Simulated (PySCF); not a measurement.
## Electronic structure of C4H11Si (SMILES CC[Si+](C)C) (charge +1) in real space

Input file:

```
{"job": {"kind": "nmr", "xc": "PBE0", "basis": "pcSseg-1"}, "charge": 1, "multiplicity": 1}
C     -2.028554    -0.820931     0.316729
C     -0.933512    -0.779319    -0.763829
Si     0.590929     0.190704    -0.205426
C      1.954067    -0.692889     0.743768
C      0.651313     2.053278    -0.464775
H     -2.375497     0.177122     0.568401
H     -1.675381    -1.302826     1.223904
H     -2.876980    -1.387449    -0.055885
H     -1.360352    -0.335385    -1.668410
H     -0.662539    -1.808012    -1.020688
H      2.921159    -0.207392     0.614448
H      2.060334    -1.732101     0.430044
H      1.744464    -0.703321     1.813494
H      0.182716     2.581977     0.365471
H      0.125404     2.354972    -1.371466
H      1.674832     2.420517    -0.537192
```

Command:

```sh
OMP_NUM_THREADS=1 python probes_run.py task.json out
```

Geometry: GFN2-xTB.

Computed with PBE0/pcSseg-1, SCF density, gas phase, non-relativistic in PySCF.

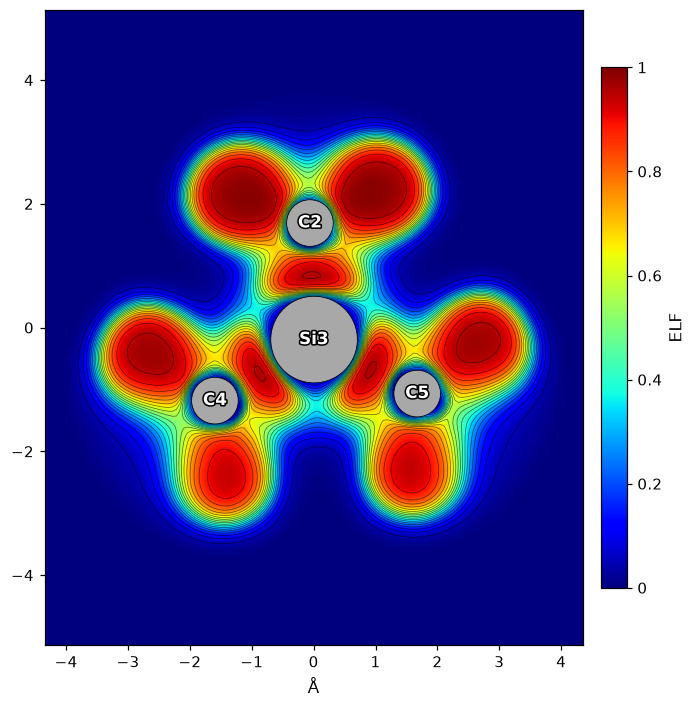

Figure 1. ELF on the plane of atoms C4, Si3 and C5. Grey discs cover the atomic cores.

Question: Read the bonding off the picture.

Answer: Atoms in the plane: C and Si.
C–Si (1.88 Å): the ELF peaks at about 0.95 between the atoms, as expected for a shared electron pair.

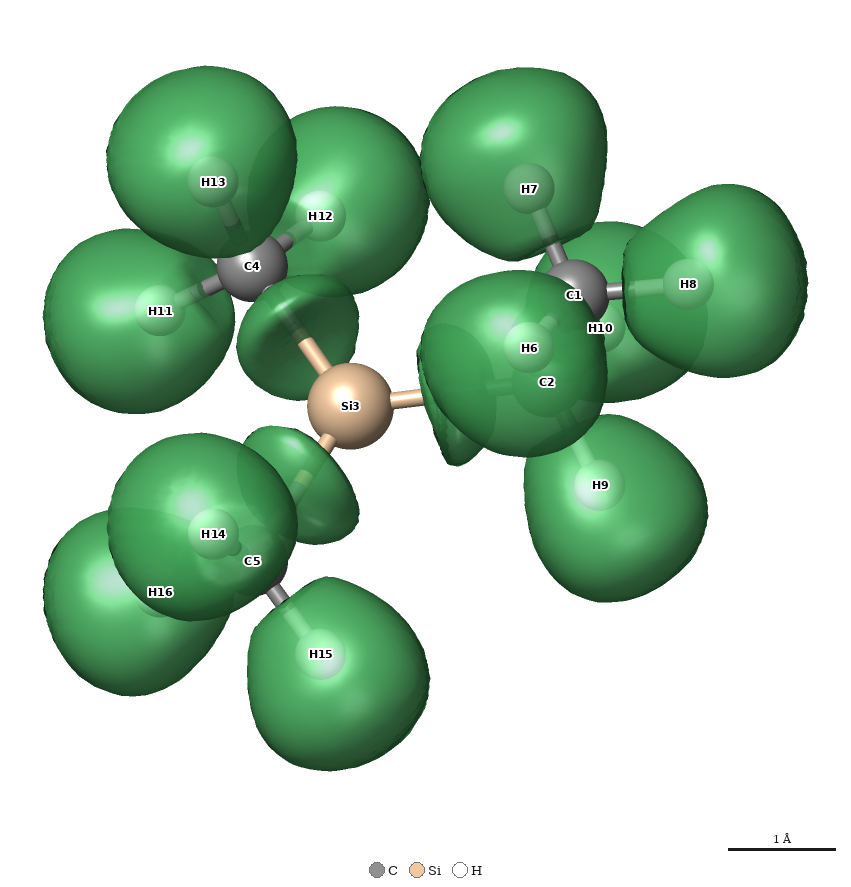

Figure 2. Isosurface of the electron localisation function at 0.8 (green), seen at a tilt. Only the valence region is drawn (cores and ρ < 0.01 e/Å³ removed).

Question: Where are the electrons localised?

Answer: At this value the surface marks out one region between bonded C–C atoms (shared pairs), three regions between bonded C–Si atoms (shared pairs) and eleven regions around hydrogen nuclei. Along the contacts the grid gives the following. C–C (1.54 Å): the ELF peaks at about 0.95 between the atoms, as expected for localised, covalent bonding.
